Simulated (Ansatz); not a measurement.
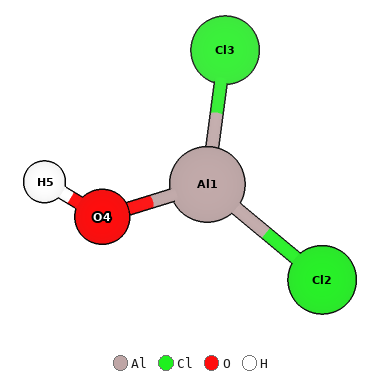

The system is AlCl2(OH); the picture shows the reference structure. The first coordinate is: bond length Al1–Cl3; the second: angle Cl3–Al1–O4. Nothing is relaxed (all other coordinates rigid). The scan uses a 13 × 13 grid. All energies are given in eV relative to the lowest grid point. The reference is spin-restricted, which grows unreliable where a bond is stretched far. Computed with RHF/def2-TZVP (Ansatz 0.2.0).

Its coordinates:

```yaml
atoms:
  - { symbol: Al, position_ang: [0.2955, 0.2476, -0.0581] }
  - { symbol: Cl, position_ang: [2.3643, 0.2500, -0.1995] }
  - { symbol: Cl, position_ang: [-0.7612, 2.0306, -0.2621] }
  - { symbol: O, position_ang: [-0.4891, -1.1858, 0.2167] }
  - { symbol: H, position_ang: [-1.4096, -1.3425, 0.3030] }
```

Range: bond length Al1–Cl3 from 1.708 to 3.124 Å; angle Cl3–Al1–O4 from 86.1 to 156.1°.

Q: Predict the map.

A: The lowest grid point is at bond length Al1–Cl3 = 2.062 Å, angle Cl3–Al1–O4 = 121.1°. No other kind of well shows on this grid. The highest grid point, bond length Al1–Cl3 = 1.708 Å, angle Cl3–Al1–O4 = 86.1°, lies 4.22 eV above the lowest. Round the minimum the two coordinates are nearly uncoupled.

| angle Cl3–Al1–O4 ↓, bond length Al1–Cl3 → | 1.708 | 1.826 | 1.944 | 2.062 | 2.180 | 2.298 | 2.416 | 2.534 | 2.652 | 2.770 | 2.888 | 3.006 | 3.124 |
| --- | --- | --- | --- | --- | --- | --- | --- | --- | --- | --- | --- | --- | --- |
| 156.1 | 4.04 | 2.49 | 1.68 | 1.33 | 1.28 | 1.41 | 1.64 | 1.94 | 2.27 | 2.62 | 2.96 | 3.29 | 3.61 |
| 150.3 | 3.38 | 1.89 | 1.14 | 0.85 | 0.85 | 1.02 | 1.30 | 1.64 | 2.00 | 2.37 | 2.74 | 3.09 | 3.42 |
| 144.4 | 2.91 | 1.47 | 0.76 | 0.51 | 0.54 | 0.74 | 1.05 | 1.41 | 1.79 | 2.18 | 2.56 | 2.93 | 3.28 |
| 138.6 | 2.60 | 1.19 | 0.50 | 0.27 | 0.33 | 0.55 | 0.87 | 1.24 | 1.64 | 2.04 | 2.43 | 2.81 | 3.17 |
| 132.8 | 2.40 | 1.00 | 0.33 | 0.12 | 0.18 | 0.42 | 0.75 | 1.13 | 1.54 | 1.94 | 2.34 | 2.73 | 3.09 |
| 126.9 | 2.29 | 0.90 | 0.24 | 0.03 | 0.10 | 0.34 | 0.68 | 1.06 | 1.47 | 1.88 | 2.28 | 2.67 | 3.04 |
| 121.1 | 2.26 | 0.87 | 0.21 | 0.00 | 0.07 | 0.31 | 0.65 | 1.03 | 1.44 | 1.85 | 2.26 | 2.64 | 3.01 |
| 115.3 | 2.31 | 0.91 | 0.24 | 0.03 | 0.09 | 0.33 | 0.66 | 1.05 | 1.45 | 1.86 | 2.26 | 2.64 | 3.01 |
| 109.4 | 2.45 | 1.03 | 0.35 | 0.12 | 0.17 | 0.40 | 0.72 | 1.10 | 1.50 | 1.90 | 2.29 | 2.67 | 3.03 |
| 103.6 | 2.68 | 1.23 | 0.52 | 0.27 | 0.31 | 0.52 | 0.83 | 1.19 | 1.58 | 1.97 | 2.36 | 2.73 | 3.08 |
| 97.8 | 3.02 | 1.53 | 0.78 | 0.50 | 0.51 | 0.69 | 0.98 | 1.33 | 1.70 | 2.08 | 2.45 | 2.81 | 3.16 |
| 91.9 | 3.52 | 1.97 | 1.17 | 0.84 | 0.80 | 0.95 | 1.21 | 1.52 | 1.87 | 2.23 | 2.58 | 2.93 | 3.26 |
| 86.1 | 4.22 | 2.58 | 1.70 | 1.30 | 1.20 | 1.29 | 1.50 | 1.78 | 2.09 | 2.42 | 2.75 | 3.07 | 3.39 |

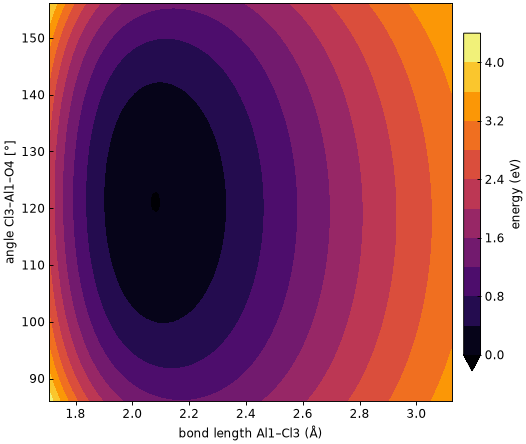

The picture shows filled contours. Between grid points the surface is interpolated.

Each point was launched as `ansatz run input.yaml --threads 1 --pin off --max-ram 2560MiB --backend cpu --events-out ev --progress --plain --runs-dir out`. The whole map (169 points run) took 18 min on 1 thread of Arm Neoverse N1 (shared host).
